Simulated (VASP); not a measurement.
Band structure of MgTe (space group F-43m). Computed with PBE GGA, VASP's PBE PAW potentials (set 64) (plane waves; VASP).

Unless said otherwise, spin-orbit coupling is left out, though it shifts the bands of the heavy elements here.

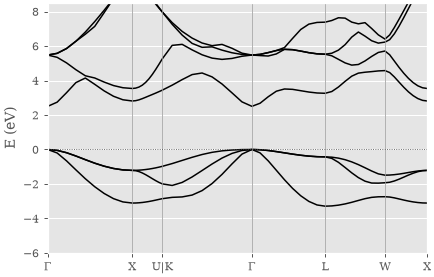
Figure: Bands along high-symmetry lines, zero at the valence-band maximum or, without a gap, the Fermi level

Problem. Read the plot: is there a gap, and where are the band edges?

Solution. The gap is direct, 2.50 eV, from the valence maximum at Γ to the conduction minimum at Γ.

The structure is a typed MgTe crystal (F-43m). The cell was not relaxed at this level.
